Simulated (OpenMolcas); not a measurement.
**One shape, several levels: CH6ClNSi (SMILES C[SiH](N)Cl)**

Aim: a comparison of 6 runs (B2PLYP/6-31G*, M06-L/6-31G*, PBE0/6-31G*, TPSS/6-31G*, B3LYP/6-31G*, MP2/6-31G*) of CH6ClNSi. 

Program for the calculation: OpenMolcas 26.06.

1 further run of the same task is left out (set aside as unsound or not needed).

## (1) The molecule

CH6ClNSi has 10 atoms, charge 0, and is taken as a singlet. As SMILES, `C[SiH](N)Cl`. The coordinates come from a PBE0-D4/def2-TZVP relaxation. This is one conformer, not always the lowest.

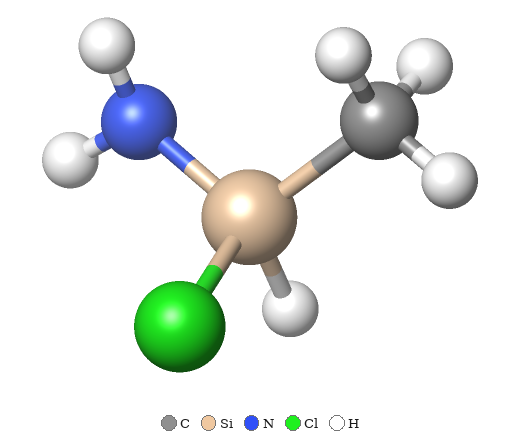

The structure, seen from a chosen angle (carbon grey, silicon light orange, nitrogen blue, chlorine green, hydrogen white).

## (2) A single-point energy at B2PLYP/6-31G(d) (spherical functions) (run 1)

File geom.xyz:

```xyz
10

C     -0.924300     0.960300    -0.429600
Si    -0.055600    -0.637600    -0.073400
N      1.200800    -0.379200     1.050800
Cl     0.594900    -1.392500    -1.900800
H     -1.720000     0.809500    -1.161600
H     -1.359500     1.369700     0.485000
H     -0.226900     1.694300    -0.841400
H     -0.936500    -1.689500     0.482600
H      1.847500     0.382600     0.917600
H      1.662700    -1.168700     1.473800
```

File run.inp:

```
* CH6ClNSi Kohn-Sham DFT
>>> EXPORT MOLCAS_PRINT=2

&GATEWAY
 BASLIB=$CurrDir
 COORD=geom.xyz
 BASIS=6-31Gs
 GROUP=NoSym

&SEWARD
 GRIDINPUT
 Grid=UltraFine
 End of Grid

&SCF
 KSDFT=B2PLYP_SCF
 THRESHOLDS=1e-10 1e-07 1e-07 1e-05
 PRORBITALS=1 1

&MBPT2
 FROZEN=12
```

The basis set 6-31G* is read from a file made from the Basis Set Exchange's data (not shown).

On the command line:

```bash
export MOLCAS_MEM=1860
pymolcas run.inp > run.log
```

What it wrote:

```text
--- Start Module: gateway ---
[...]
--- Stop Module: gateway /rc=_RC_ALL_IS_WELL_ ---
[...]
      Basis functions           76
[...]
--- Start Module: scf ---
[...]
       Convergence after  13 Iterations
[...]
::    Total KS-DFT energy                            -845.6452361478
[...]
      Total spin, S                                     0.0000000000
[...]
      Total electronic charge=   50.000000
      Total            charge=   -0.000000
[...]
      Dipole Moment (debye):
      Origin of the operator (angstrom)=    0.2551   -0.6201   -0.6063
                   X=  4.7876E-01               Y=  1.3424E+00               Z=  1.8718E+00           Total=  2.3526E+00
      Quadrupole Moment (debye*angstrom):
[...]
--- Stop Module: scf /rc=_RC_ALL_IS_WELL_ ---
[...]
--- Start Module: mbpt2 ---
[...]
 ###    WARNING: MP2 implementation intended for RHF references only         ###
 ###############################################################################
MBPT2 WARNING: Reference function according to RunFile:KS-DFT
I'll assume you know what you're doing and continue
WARNING!
Default frozen orbitals as non valence orbitals is overwritten by user input.
Default values:   9
[...]
       Reference weight ( Cref**2 )         =        0.79098
::    Total MBPT2 energy                             -846.2536055679
[...]
      Total MBPT2 calculations                           0.23      0.27
--- Stop Module: mbpt2 /rc=_RC_ALL_IS_WELL_ ---
[...]
```

Wall time 25 s (1 thread of AMD EPYC 7R43 (Zen 3), shared host); peak memory 0.43 GiB.

## (3) Energy and forces at M06-L/6-31G(d) (spherical functions) (run 2)

File calc.input:

```
&GATEWAY
BasLib=$CurrDir
Coord
10
angstrom
C       -0.924300       0.960300      -0.429600
Si      -0.055600      -0.637600      -0.073400
N        1.200800      -0.379200       1.050800
Cl       0.594900      -1.392500      -1.900800
H       -1.720000       0.809500      -1.161600
H       -1.359500       1.369700       0.485000
H       -0.226900       1.694300      -0.841400
H       -0.936500      -1.689500       0.482600
H        1.847500       0.382600       0.917600
H        1.662700      -1.168700       1.473800
Basis=6-31Gs
Group=NoSym
&SEWARD
GridInput
Grid=UltraFine
End of Grid
&SCF
KSDFT=M06L
Thresholds=1e-10 1e-07 1e-07 1e-05
PrOrbitals=1
&ALASKA
```

The basis set 6-31G* is read from a file made from the Basis Set Exchange's data (not shown).

On the command line:

```bash
export MOLCAS_MEM=1860
pymolcas calc.input > calc.log
```

What it wrote:

```text
--- Start Module: gateway ---
[...]
--- Stop Module: gateway /rc=_RC_ALL_IS_WELL_ ---
[...]
      Basis functions           76
[...]
--- Start Module: scf ---
[...]
       Convergence after  14 Iterations
[...]
::    Total KS-DFT energy                            -846.1902235419
[...]
      Total spin, S                                     0.0000000000
[...]
      Total electronic charge=   50.000000
      Total            charge=   -0.000000
[...]
      Dipole Moment (debye):
      Origin of the operator (angstrom)=    0.2551   -0.6201   -0.6063
                   X=  5.4670E-01               Y=  1.4025E+00               Z=  1.9203E+00           Total=  2.4400E+00
      Quadrupole Moment (debye*angstrom):
[...]
--- Stop Module: scf /rc=_RC_ALL_IS_WELL_ ---
[...]
--- Start Module: alaska ---
[...]
 *              Molecular gradients               *
 **************************************************
  Irreducible representation: a
 ------------------------------------------------------------------------------------------
                              X                       Y                       Z
 ------------------------------------------------------------------------------------------
  C1               -1.15026620902103E-03    1.99639466537249E-03   -1.03005275885470E-05
  SI2               5.53100233431358E-03    4.08758143911014E-03   -1.59147655614778E-03
  N3                6.05435542502697E-04   -1.41668401393824E-03   -3.78615315108988E-03
  CL4              -7.44155964290449E-04    1.33111667660835E-03    4.00080526445734E-03
  H5                1.46399359222871E-03   -1.08186357427637E-03    1.16313762440878E-03
  H6                8.40428669922844E-04   -1.36301131542171E-03   -7.64647604633240E-04
  H7               -1.37028492022573E-04   -1.92155870554034E-03    6.64917818059996E-04
  H8               -1.85340224159924E-03   -1.85353855789927E-03    1.04045154836818E-03
[...]
--- Stop Module: alaska /rc=_RC_ALL_IS_WELL_ ---
[...]
```

Run time: 48 s. Hardware: 1 thread of AMD EPYC 7R43 (Zen 3), shared host; peak memory 0.43 GiB.

Runs 3 to 5 aren't shown in full; the table further down has their settings and results.

## (4) A single-point energy at MP2/6-31G(d) (spherical functions) (run 6)

File job.input:

```
* CH6ClNSi MP2

&GATEWAY
  BasLib
  $CurrDir
  Coord
  10
  angstrom
  C       -0.924300       0.960300      -0.429600
  Si      -0.055600      -0.637600      -0.073400
  N        1.200800      -0.379200       1.050800
  Cl       0.594900      -1.392500      -1.900800
  H       -1.720000       0.809500      -1.161600
  H       -1.359500       1.369700       0.485000
  H       -0.226900       1.694300      -0.841400
  H       -0.936500      -1.689500       0.482600
  H        1.847500       0.382600       0.917600
  H        1.662700      -1.168700       1.473800
  Basis
  6-31Gs
  Group
  NoSym

&SEWARD

&SCF
  Thresholds
  1e-10 1e-07 1e-07 1e-05
  PrOrbitals
  1 1

&MBPT2
  Frozen
  12
```

The basis set 6-31G* is read from a file made from the Basis Set Exchange's data (not shown).

On the command line:

```bash
export MOLCAS_MEM=1860
pymolcas job.input > job.log
```

What it wrote:

```text
--- Start Module: gateway ---
[...]
--- Stop Module: gateway /rc=_RC_ALL_IS_WELL_ ---
[...]
      Basis functions           76
[...]
--- Start Module: scf ---
[...]
       Convergence after  13 Iterations
[...]
::    Total SCF energy                               -844.2982210001
[...]
      Total spin, S                                     0.0000000000
[...]
      Total electronic charge=   50.000000
      Total            charge=   -0.000000
[...]
      Dipole Moment (debye):
      Origin of the operator (angstrom)=    0.2551   -0.6201   -0.6063
                   X=  4.4777E-01               Y=  1.3243E+00               Z=  1.9228E+00           Total=  2.3773E+00
      Quadrupole Moment (debye*angstrom):
[...]
--- Stop Module: scf /rc=_RC_ALL_IS_WELL_ ---
[...]
--- Start Module: mbpt2 ---
[...]
WARNING!
Default frozen orbitals as non valence orbitals is overwritten by user input.
Default values:   9
[...]
       Reference weight ( Cref**2 )         =        0.85209
::    Total MBPT2 energy                             -844.7965458265
[...]
      Total MBPT2 calculations                           0.22      0.25
--- Stop Module: mbpt2 /rc=_RC_ALL_IS_WELL_ ---
[...]
```

It took 6.6 s on 1 thread of AMD EPYC 7R43 (Zen 3), shared host; peak memory 0.43 GiB.

## (5) All runs side by side

```tsv
run	level	task	frozen core orbitals	energy (Eh)	dipole moment (D) of the reference	HOMO energy (eV)	LUMO energy (eV)	wall time
1	B2PLYP/6-31G* (spherical functions)	energy	12	-845.809496	2.35	-8.98	2.68	25 s
2	M06-L/6-31G* (spherical functions)	gradient	–	-846.190224	2.44	-6.52	1.21	48 s
3	PBE0/6-31G* (spherical functions)	gradient	–	-845.821465	2.39	-7.66	1.49	41 s
4	TPSS/6-31G* (spherical functions)	gradient	–	-846.265464	2.38	-6.27	0.81	51 s
5	B3LYP/6-31G* (Cartesian functions)	gradient	–	-846.250542	2.34	-7.34	1.21	44 s
6	MP2/6-31G* (spherical functions)	energy	12	-844.796546	2.38	-11.29	4.76	6.6 s
```

## (6) What came out

| quantity | value |
| --- | --- |
| run 6: total energy | -844.79655 Eh |
| run 6: dipole moment (mean-field density) | 2.38 D |
| run 6: HOMO energy (Hartree–Fock orbitals) | -11.29 eV |
| run 6: LUMO energy (Hartree–Fock orbitals) | 4.76 eV |
| run 6: HOMO–LUMO gap (Hartree–Fock orbitals) | 16.05 eV |
| run 6: correlation energy (12 core orbitals frozen) | -498.3 mEh |

What this shows: Over runs 1, 2, 3, 4, 5 the dipole moment (its size) runs from 2.34 D (B3LYP/6-31G*) to 2.44 D (M06-L/6-31G*). Over runs 1, 2, 3, 4, 5 the HOMO–LUMO gap runs from 7.08 eV (TPSS/6-31G*) to 11.66 eV (B2PLYP/6-31G*). A double hybrid's value is that of its SCF part. For B2PLYP the log adds the whole second-order term; the table takes 0.27 of it, as the functional is defined. Totals of different functionals can't be ranked against each other. All runs together took 3.6 min, the longest 51 s.
